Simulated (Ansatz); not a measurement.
**Nudged elastic band of AlH₃O₂**

System: AlH₃O₂.
Method: RKS B3LYP/def2-mTZVP (Ansatz 0.2.0).

One setting was made poor on purpose. It belongs to a series of runs on one base structure; here: band between the two ends. Figures and captions count atoms from 1; the log counts them from 0 in places.

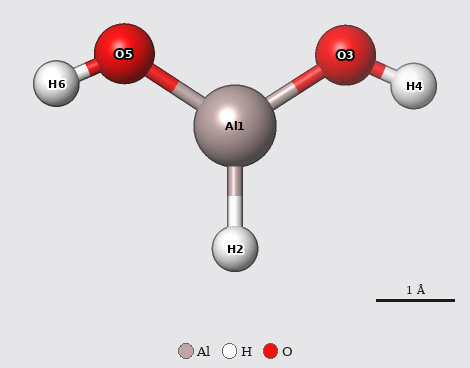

**Figure 1.** The input geometry (ball-and-stick view, seen on its broad side; atoms are numbered from 1 in the order of the input). Sticks mark near contacts. Bond lengths as drawn: Al–H 1.58 Å, Al–O 1.70 Å and H–O 0.96 Å.

Summary

- outcome: converged
- barrier, forward: 3.001 eV
- barrier, backward: 1.440 eV
- hardware: 1 thread of Arm Neoverse V2, 24 GiB of memory available, shared host
- wall time: 84 s
- peak memory: 0.13 GiB

Remarks

A deliberately poor setting: loose force. The order of the saddle point was not checked.

The input
```yaml
crystal:
  periodic: [false, false, false]
  atoms:
    - { symbol: Al, position_ang: [0.251804, -0.287493, 0.278422] }
    - { symbol: H, position_ang: [0.058668, -0.199999, 1.840284] }
    - { symbol: O, position_ang: [1.782609, -0.364113, -0.456751] }
    - { symbol: H, position_ang: [2.607003, -0.358174, 0.038534] }
    - { symbol: O, position_ang: [-1.053057, -0.313058, -0.810775] }
    - { symbol: H, position_ang: [-1.973227, -0.275762, -0.533714] }
basis:
  gaussian: { orbitals: def2-mTZVP }
hamiltonian:
  xc: b3lyp
neb:
  order_check: false
  images: 7
  f_tol: 0.5
  max_iterations: 60
  final_atoms:
    - { symbol: Al, position_ang: [-0.59417801, 0.7852195, 0.55655556] }
    - { symbol: H, position_ang: [1.83669802, -0.5284143, 1.29980527] }
    - { symbol: O, position_ang: [1.46813367, -0.11928131, 0.50248717] }
    - { symbol: H, position_ang: [1.20060622, -0.84210454, -0.09841541] }
    - { symbol: O, position_ang: [-0.72671481, -0.47215647, -0.68208285] }
    - { symbol: H, position_ang: [-1.5107451, -0.62186188, -1.22234974] }
  initial_path:
    images:
      - { positions_ang: [[0.251804, -0.287493, 0.278422], [0.058668, -0.199999, 1.840284], [1.782609, -0.364113, -0.456751], [2.607003, -0.358174, 0.038534], [-1.053057, -0.313058, -0.810775], [-1.973227, -0.275762, -0.533714]] }
      - { positions_ang: [[0.18546443, -0.21746761, 0.22057555], [0.3067353, -0.19626123, 1.73954454], [1.82063646, -0.266462, -0.24299874], [2.52483425, -0.48693045, 0.05241533], [-1.17811738, -0.21827297, -0.81882382], [-1.98575307, -0.41320474, -0.59471286]] }
      - { positions_ang: [[0.11912487, -0.14744221, 0.1627291], [0.55480259, -0.19252347, 1.63880507], [1.85866393, -0.16881101, -0.02924647], [2.44266551, -0.6156869, 0.06629665], [-1.30317776, -0.12348793, -0.82687263], [-1.99827914, -0.55064748, -0.65571172]] }
      - { positions_ang: [[0.0527853, -0.07741682, 0.10488266], [0.80286989, -0.1887857, 1.53806561], [1.89669139, -0.07116001, 0.18450579], [2.36049676, -0.74444335, 0.08017798], [-1.42823814, -0.0287029, -0.83492145], [-2.01080521, -0.68809021, -0.71671058]] }
      - { positions_ang: [[-0.01355427, -0.00739142, 0.04703621], [1.05093719, -0.18504794, 1.43732614], [1.93471886, 0.02649098, 0.39825805], [2.27832801, -0.8731998, 0.09405931], [-1.55329852, 0.06608213, -0.84297027], [-2.02333128, -0.82553295, -0.77770944]] }
      - { positions_ang: [[-0.1587102, 0.19076131, 0.17441605], [1.2473774, -0.27088953, 1.40294592], [1.81807256, -0.00995209, 0.42431533], [2.00889757, -0.86542599, 0.04594063], [-1.34665259, -0.06847752, -0.80274841], [-1.89518473, -0.77461518, -0.88886951]] }
      - { positions_ang: [[-0.30386614, 0.38891404, 0.30179589], [1.4438176, -0.35673112, 1.3685657], [1.70142627, -0.04639516, 0.45037261], [1.73946712, -0.85765217, -0.00217805], [-1.14000666, -0.20303717, -0.76252656], [-1.76703819, -0.72369742, -1.00002959]] }
      - { positions_ang: [[-0.44902208, 0.58706677, 0.42917572], [1.64025781, -0.44257271, 1.33418548], [1.58477997, -0.08283824, 0.47642989], [1.47003667, -0.84987836, -0.05029673], [-0.93336073, -0.33759682, -0.7223047], [-1.63889164, -0.67277965, -1.11118966]] }
      - { positions_ang: [[-0.59417801, 0.7852195, 0.55655556], [1.83669802, -0.5284143, 1.29980527], [1.46813367, -0.11928131, 0.50248717], [1.20060622, -0.84210454, -0.09841541], [-0.72671481, -0.47215647, -0.68208285], [-1.5107451, -0.62186188, -1.22234974]] }
```

Run as:
```bash
ansatz run input.yaml --threads 1 --pin off --max-ram 2048MiB --backend cpu --events-out ev --progress --plain --runs-dir out
```

What the program printed
```
Engine: ansatz 0.2.0, aarch64-unknown-linux-gnu
Functional definition: B3LYP
  parameter a0 = 0.2
  parameter ax = 0.72
  parameter ac = 0.81
  exchange = (1 - a0 - ax)*slater_x + ax*b88_x + a0*exact_x
  correlation = (1 - ac)*vwn_rpa_c + ac*lyp_c
684 factors; their error is unknown
mean field evaluation 1: about -10733.1323 eV, gradient 8.6e1 eV
mean field evaluation 2: about -10687.3945 eV, gradient 1.7e2 eV
mean field evaluation 4: about -10745.0091 eV, gradient 1.9e0 eV
mean field evaluation 8: about -10745.0595 eV, gradient 9.1e-3 eV
mean field -10745.05951020 eV, -394.8736537370 hartree, gradient 4.6e-5 eV, S^2 0.000000; 0 other end points of the search recorded, 0 dependent functions left out
the calculation of the forces begins
reference -10745.05974125 eV, -394.8736622279 hartree; 16, 16 occupied and 63, 63 virtual orbitals, 684 factors
684 factors; their error is unknown
mean field evaluation 16: about -10674.2943 eV, gradient 1.8e2 eV
mean field -10743.49894229 eV, -394.8163039239 hartree, gradient 1.0e-5 eV, S^2 0.000000; 0 other end points of the search recorded, 0 dependent functions left out
[... from here on the field's lines of each further geometry are left out, up to the last ...]
NEB iter   1: max|band force component| = 2.166e1 eV/Å  barrier→ = 4.0450 eV  barrier← = 2.4844 eV  Δτ_max = 0.1969 Å  (231 SCF iters)
NEB iter   2: max|band force component| = 4.280e0 eV/Å  barrier→ = 3.4721 eV  barrier← = 1.9115 eV  Δτ_max = 0.2000 Å  (225 SCF iters)
NEB iter   3: max|band force component| = 1.676e0 eV/Å  barrier→ = 3.1601 eV  barrier← = 1.5996 eV  Δτ_max = 0.1977 Å  (213 SCF iters)
NEB iter   4: max|band force component| = 7.523e-1 eV/Å  barrier→ = 3.0136 eV  barrier← = 1.4530 eV  Δτ_max = 0.1870 Å  (212 SCF iters)
NEB iter   5: max|band force component| = 6.243e-1 eV/Å  barrier→ = 3.0061 eV  barrier← = 1.4456 eV  Δτ_max = 0.1967 Å  (216 SCF iters)
NEB iter   6: max|band force component| = 3.301e0 eV/Å  barrier→ = 3.0179 eV  barrier← = 1.4573 eV  Δτ_max = 0.1008 Å  (225 SCF iters)
the calculation of the forces begins
reference -10743.44997284 eV, -394.8145043300 hartree; 16, 16 occupied and 63, 63 virtual orbitals, 684 factors
684 factors; their error is unknown
mean field evaluation 576: about -10742.0180 eV, gradient 1.3e-1 eV
mean field -10742.05840872 eV, -394.7633652917 hartree, gradient 1.8e-5 eV, S^2 0.000000; 1 other end points of the search recorded, 0 dependent functions left out
the calculation of the forces begins
reference -10742.05862650 eV, -394.7633732949 hartree; 16, 16 occupied and 63, 63 virtual orbitals, 684 factors
NEB iter   7: max|band force component| = 4.882e-1 eV/Å  barrier→ = 3.0011 eV  barrier← = 1.4405 eV  CI = image 4  Δτ_max = 0.0000 Å  (389 SCF iters)
```

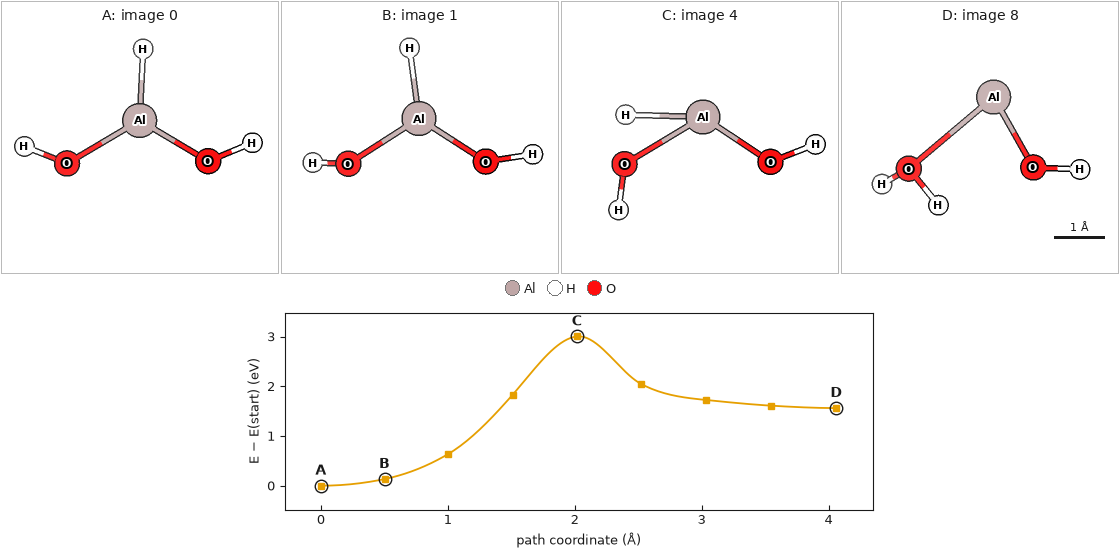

**Figure 2.** Images of the last band (counted from 0; ball-and-stick, seen at a tilt) above the energy along the path; the line is a cubic interpolation that uses the forces. The highest image is number 4, 3.001 eV above the start and 1.441 eV above the end (the climbing image); the end lies 1.561 eV above the start. The path is 4.06 Å long. The band converged in 7 iterations.

```
Total energy: -10742.05862650 eV, -394.7633732949 hartree
Atom 0 at    -0.182696     0.047585     0.508665 Å, force     0.118966    -0.136494    -0.215159 eV/Å
Atom 1 at     1.204355    -0.099989     1.554958 Å, force    -0.235499     0.063136     0.005570 eV/Å
Atom 2 at     1.636580    -0.019321     0.231405 Å, force    -0.081107    -0.027966    -0.018374 eV/Å
Atom 3 at     2.102397    -0.800266    -0.123063 Å, force     0.079785    -0.018312    -0.082492 eV/Å
Atom 4 at    -1.059572    -0.448783    -0.897709 Å, force    -0.098652     0.138029     0.353774 eV/Å
Atom 5 at    -2.027264    -0.477825    -0.918256 Å, force     0.216508    -0.018394    -0.043320 eV/Å
Dipole moment:    -0.122258    -0.177300     0.004798 e Å
this run last wrote the band of iteration 7 to [file]
```

The last band as extended XYZ (Å, eV, eV/Å)
```
6
Properties=species:S:1:pos:R:3:forces:R:3 image=0 energy=-10745.05951
Al    0.2518   -0.2875    0.2784   -0.0031   0.0015   0.0255
H     0.0587   -0.2000    1.8403    0.0025  -0.0013  -0.0230
O     1.7826   -0.3641   -0.4568    0.0023  -0.0001  -0.0008
H     2.6070   -0.3582    0.0385   -0.0074   0.0001  -0.0013
O    -1.0531   -0.3131   -0.8108    0.0004  -0.0001  -0.0020
H    -1.9732   -0.2758   -0.5337    0.0053   0.0000   0.0016
6
Properties=species:S:1:pos:R:3:forces:R:3 image=1 energy=-10744.92650
Al    0.2127   -0.1971    0.3619   -0.0388  -0.0283  -0.2331
H     0.2403   -0.1532    1.9317   -0.3847  -0.0382   0.0473
O     1.7237   -0.1570   -0.3944    0.1137  -0.0581  -0.3321
H     2.4896   -0.5939   -0.0248    0.3389   0.0535   0.1360
O    -1.0288   -0.2482   -0.8021   -0.0298  -0.0258   0.2513
H    -1.9637   -0.4492   -0.7164    0.0008   0.0968   0.1306
6
Properties=species:S:1:pos:R:3:forces:R:3 image=2 energy=-10744.41958
Al    0.1406   -0.1232    0.3934    0.5737  -0.1326  -0.3760
H     0.5333   -0.1123    1.9183   -1.1717  -0.0371   0.3993
O     1.7236    0.0094   -0.2106   -0.0652   0.2243  -0.7987
H     2.2806   -0.7524   -0.0733    0.6190  -0.2270   0.0272
O    -1.0315   -0.3216   -0.8371    0.1977   0.1246   0.5733
H    -1.9727   -0.4984   -0.8346   -0.1535   0.0478   0.1750
6
Properties=species:S:1:pos:R:3:forces:R:3 image=3 energy=-10743.23344
Al    0.0056   -0.0411    0.4500    1.2540  -0.5113  -0.5934
H     0.8768   -0.0911    1.7985   -1.8379   0.1585   1.2575
O     1.6829    0.0138    0.0374    0.1930   0.1479  -1.2034
H     2.1663   -0.7919   -0.1562    0.3043  -0.0940  -0.3902
O    -1.0487   -0.4082   -0.8680    0.0153   0.2671   0.8115
H    -2.0091   -0.4800   -0.9056    0.0712   0.0319   0.1180
6
Properties=species:S:1:pos:R:3:forces:R:3 image=4 energy=-10742.05841
Al   -0.1827    0.0476    0.5087    0.1190  -0.1365  -0.2152
H     1.2044   -0.1000    1.5550   -0.2355   0.0631   0.0056
O     1.6366   -0.0193    0.2314   -0.0811  -0.0280  -0.0184
H     2.1024   -0.8003   -0.1231    0.0798  -0.0183  -0.0825
O    -1.0596   -0.4488   -0.8977   -0.0987   0.1380   0.3538
H    -2.0273   -0.4778   -0.9183    0.2165  -0.0184  -0.0433
6
Properties=species:S:1:pos:R:3:forces:R:3 image=5 energy=-10743.01339
Al   -0.4406    0.1945    0.5634   -0.8136   0.2084  -0.0625
H     1.4962   -0.1304    1.3503    0.9457  -0.2265  -0.6159
O     1.6121   -0.0677    0.3579   -0.1557   0.0096   0.4854
H     2.0529   -0.8702    0.0078   -0.1133   0.0216   0.2411
O    -1.0398   -0.4923   -0.9232   -0.1221   0.1242   0.1407
H    -2.0069   -0.4326   -1.0001    0.2588  -0.1374  -0.1887
6
Properties=species:S:1:pos:R:3:forces:R:3 image=6 energy=-10743.33498
Al   -0.6202    0.4910    0.5385   -0.0411   0.0321  -0.0419
H     1.7769   -0.1641    1.3644    0.2345  -0.0740   0.1687
O     1.5854   -0.1517    0.4173   -0.2464   0.2718  -0.0965
H     1.8494   -1.0131    0.0626   -0.0435  -0.1996  -0.0881
O    -0.9959   -0.4127   -0.9111    0.4545   0.0683   0.3007
H    -1.9218   -0.5480   -1.1157   -0.3579  -0.0984  -0.2431
6
Properties=species:S:1:pos:R:3:forces:R:3 image=7 energy=-10743.44976
Al   -0.6387    0.6607    0.5586    0.0326  -0.1266  -0.1565
H     1.8894   -0.3050    1.3424    0.0917  -0.0925   0.0696
O     1.4987   -0.1509    0.4715   -0.1642   0.2337  -0.0436
H     1.5077   -0.9931   -0.0092   -0.0845  -0.1051  -0.0554
O    -0.8627   -0.4550   -0.7905    0.1603   0.1252   0.2555
H    -1.7206   -0.5553   -1.2168   -0.0360  -0.0346  -0.0695
6
Properties=species:S:1:pos:R:3:forces:R:3 image=8 energy=-10743.49894
Al   -0.5942    0.7852    0.5566   -0.0022   0.0018   0.0030
H     1.8367   -0.5284    1.2998    0.0044  -0.0002   0.0113
O     1.4681   -0.1193    0.5025    0.0000  -0.0038  -0.0100
H     1.2006   -0.8421   -0.0984   -0.0026   0.0019  -0.0019
O    -0.7267   -0.4722   -0.6821    0.0013   0.0041  -0.0010
H    -1.5107   -0.6219   -1.2224   -0.0009  -0.0039  -0.0015
```
